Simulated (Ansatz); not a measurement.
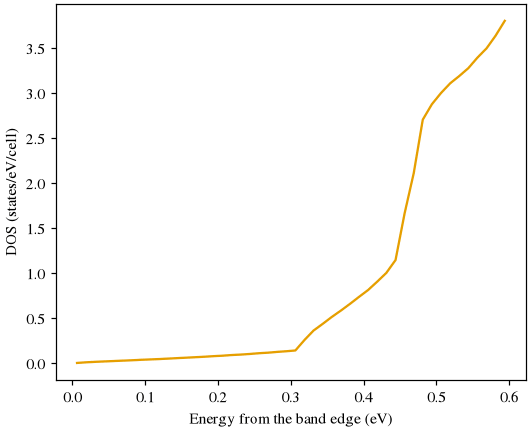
*Density of states of Cu$_{2}$ZnGeS$_{4}$ (Pmn2_1) above the conduction band minimum, PBEsol, rigid bands run with Ansatz (a first-principles code); cell volume 290.6 Å³.*

Q: What effective density of states at 300 K does this give (∫ g(E) exp(−E/k_BT) dE, both spins, divided by the cell's size)?

A: 1.3e18 cm⁻³, a density-of-states mass of 0.136 mₑ, valleys and band degeneracy included.

Spin-orbit coupling is left out. Geometry: cell and atoms relaxed with PBEsol.

Computed structure with no diffraction record at hand here (it may be known, metastable or hypothetical): Cu2ZnGeS4 (Pmn2_1).
